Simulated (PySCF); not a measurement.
Input

```
{"job": {"kind": "uv", "xc": "PBE0", "basis": "def2-SVPD", "nstates": 8, "ntriplets": 3}, "charge": 0, "multiplicity": 1}
C     -1.592796     0.682357    -0.101315
C     -1.193976    -0.580474    -0.159866
C      0.219666    -0.998574    -0.117066
O      0.518363    -2.166915    -0.283711
Si     1.626913     0.276469     0.207487
H     -0.890708     1.495733    -0.013161
H     -2.635649     0.951360    -0.143498
H     -1.907799    -1.389712    -0.257873
H      1.334245     0.980115     1.458192
H      2.870946    -0.476852     0.289252
H      1.656220     1.229163    -0.904406
```

Run with:

```sh
OMP_NUM_THREADS=1 python probes_run.py task.json out
```

Geometry: GFN2-xTB.

These are results of PBE0/def2-SVPD, SCF density, gas phase (PySCF), not measurements.

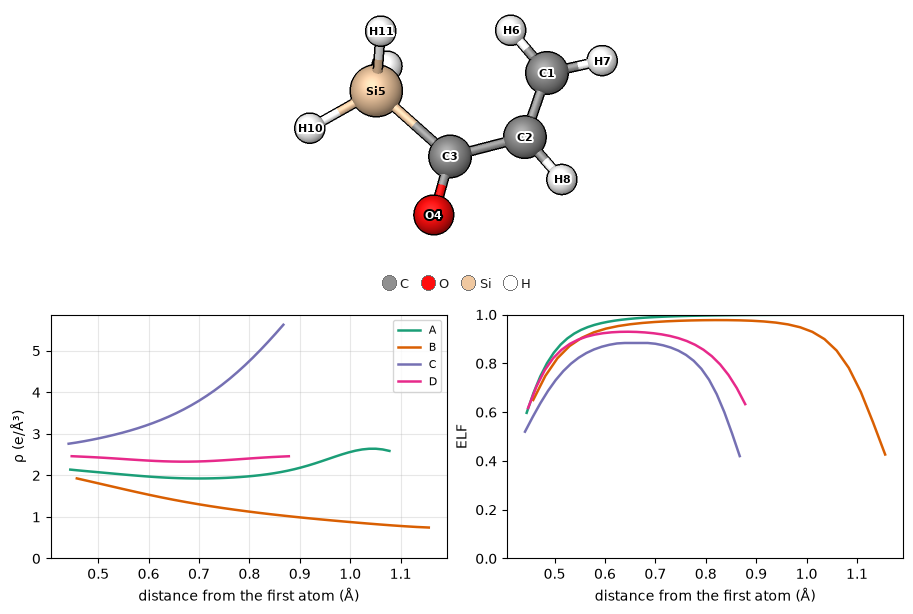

C₃H₆OSi (SMILES C=CC(=O)[SiH3]). Total electron density and ELF along straight lines between neighbouring atoms. The curves leave out the atomic cores. The structure is drawn too.

Question: Which curve belongs to which contact (C–C, C–H, C–O and C–Si)? The first atom named is at distance zero.

Answer: Curve A: C–H (1.08 Å): ρ is about 2 e/Å³ halfway; the ELF climbs to about 1 towards the hydrogen, as it does in any bond to H; an ordinary covalent bond to hydrogen. Curve B: C–Si (1.93 Å): the density is about 0.92 e/Å³ at the midpoint; the ELF peaks at about 1 between the atoms; a covalent bond. Curve C: C–O (1.22 Å): ρ is about 3.3 e/Å³ halfway; the ELF peaks at about 0.90 between the atoms: a short, multiple covalent bond. Curve D: C–C (1.33 Å): ρ is about 2.3 e/Å³ halfway; the ELF peaks at about 0.95 between the atoms (a multiple bond).
